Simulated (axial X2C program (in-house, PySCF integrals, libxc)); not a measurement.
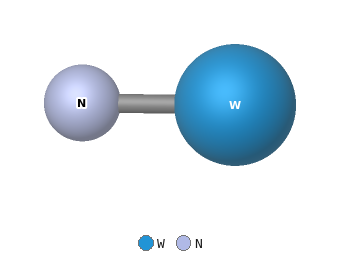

The molecule at the reference distance of 1.620 Å.

## Relativistic diatomic calculation for WN⁺

System: WN⁺, single determinant with Ω = 1.
Method: PBE0, two-component X2C with atomic mean-field Coulomb and Gaunt terms, W dyall-cv3z, N dyall-av3z (cores contracted) (axial X2C program (in-house, PySCF integrals, libxc)).

Input file:
```
{"zs": [74, 7], "q": 1, "bas": ["dyall-cv3z", "dyall-av3z"], "levels": ["PBE0", "HF", "B3LYP"], "cc": true, "r0": 1.8, "thr": -1.0, "nmax": 90, "npts": 10, "nst": 2, "ntry": 6}
```

The line is the task of a batch: nuclear charges, charge, bases, the levels to run, a first guess of the distance and further settings. This report covers PBE0 with spin-orbit coupling. The log is that of the reference distance 1.62 Å.

The run was one of a batch that the task file lists, launched with:
```bash
python <driver script> task.json out
```

The program's output:
```
two-component X2C + atomic mean field  PBE0
basis functions 242  fitting functions 1182  grid points 5072
iter        total energy     max residual
   1     -16192.048666650     1.13e+02
   2     -16195.974065155     2.99e+01
   3     -16196.589856855     1.37e+01
   4     -16196.639957127     7.74e+00
   5     -16196.678881925     3.91e+00
   6     -16196.691926901     3.98e-01
   7     -16196.693113267     1.22e+00
   8     -16196.695012913     1.68e-01
   9     -16196.695223065     8.83e-02
  10     -16196.695398719     6.06e-02
  11     -16196.695425754     1.88e-02
  12     -16196.695436922     1.66e-02
  13     -16196.695442925     6.86e-03
  14     -16196.695446282     5.62e-03
  15     -16196.695446715     2.44e-03
  16     -16196.695446807     9.78e-04
  17     -16196.695446816     4.14e-04
  18     -16196.695446818     1.25e-04
  19     -16196.695446818     6.85e-05
  20     -16196.695446818     2.82e-05
  21     -16196.695446818     8.67e-06
converged
one-electron -22525.52343555  Coulomb 6508.78095397  exact exchange -82.43116687  xc functional -252.71823043  nuclear repulsion 169.20604645  atomic mean-field constant -14.00961439
```

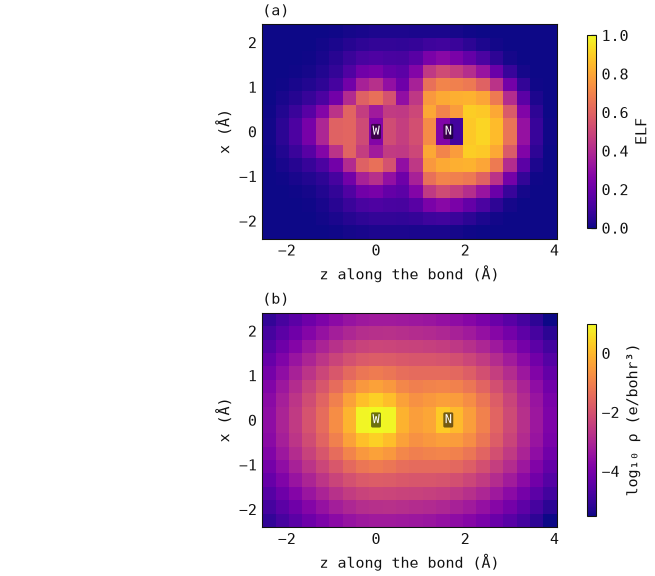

(a) electron localisation function; (b) electron density on a logarithmic scale, in a plane that holds the axis, at 1.62 Å, on points 0.3 Å apart (one half computed, the other mirrored); the structure near the nuclei is finer than these points.

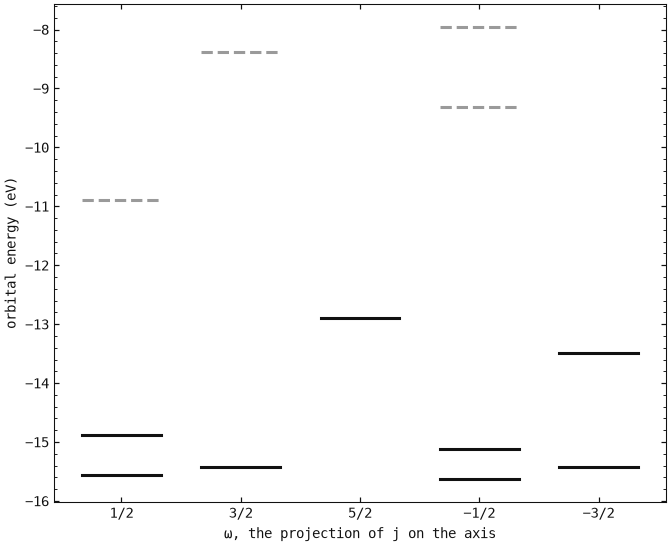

Orbital energies near the frontier at 1.62 Å, filled (solid) and empty (dashed). The highest filled spinor (5/2; 95 % W d, 2 % N d) lies at −12.90 eV, the lowest empty one (1/2; 53 % W s, 22 % N p) at −10.89 eV.

What the run reported:

| quantity | value |
| --- | --- |
| outcome | not converged in a step after the SCF shown |
| hardware | 1 thread of AMD EPYC (Zen 3), 24 GiB of memory available, shared host |
| wall time | 17 s |
| peak memory | 0.66 GiB |

Diagnosis:

The SCF whose log is shown converged, but a later step did not. The run therefore gave no full result.
